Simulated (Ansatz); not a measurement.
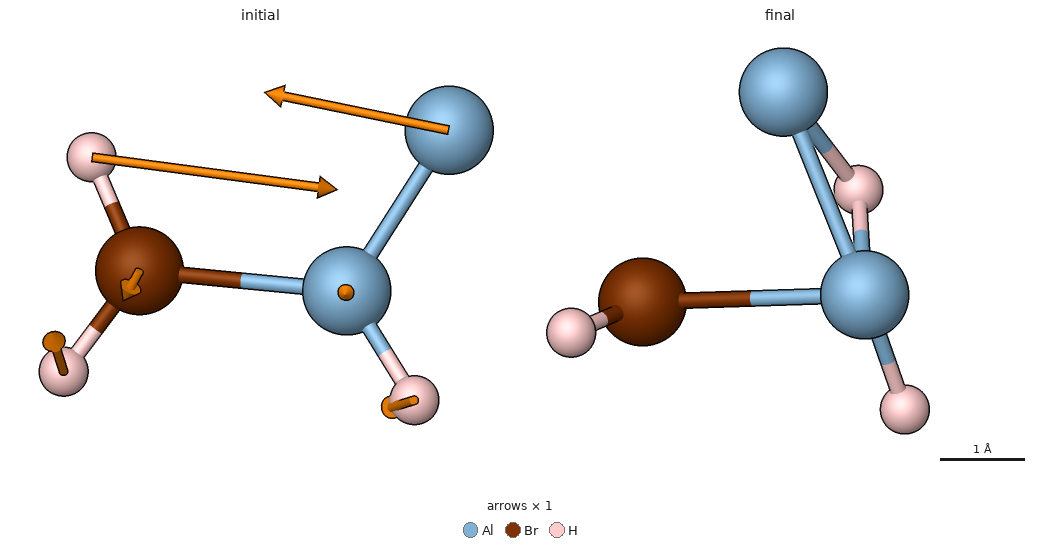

The structure of Al₂H₃Br before (left) and after (right) a relaxation, at one scale. The orange arrows give the displacements, at their true length.

Style: ball-and-stick. Shown at a tilt.

It is one of the separated reactants of a reaction.

Theory: RKS PBE-D4/def2-SVP in Ansatz. (force threshold 0.03 eV/Å; at most 250 steps)

**Describe what moved and what it gained.**

The atom that moves furthest after the best rigid fit is an H atom (2.97 Å). By element the largest moves are H 2.97 Å, Al 2.26 Å, Br 0.50 Å. Among the contacts that change: Al–H 4.452 → 1.919 Å, Al–H 3.612 → 1.812 Å, Br–H 1.510 → 2.903 Å, Al–Al 2.276 → 2.607 Å. Bonds break: Br–H (1.51 → 2.90 Å). Bond angles that change, for instance: Al–Al–Br 116.6° → 71.2°, Al–Al–H 113.9° → 150.8°, Br–Al–H 129.5° → 92.6°. Groups turn about Al–Br by about 95°. After 33 accepted moves (35 points after the start) the energy has fallen by 5.545 eV. The largest force component goes from 3.1 to 0.023 eV/Å. The line search rejected the trial steps at points 13, 32 of the run. The forces were under the threshold at step 15, but the run went on from there. Cost: 58 s on 2 threads of Arm Neoverse V1, with other jobs on the host.
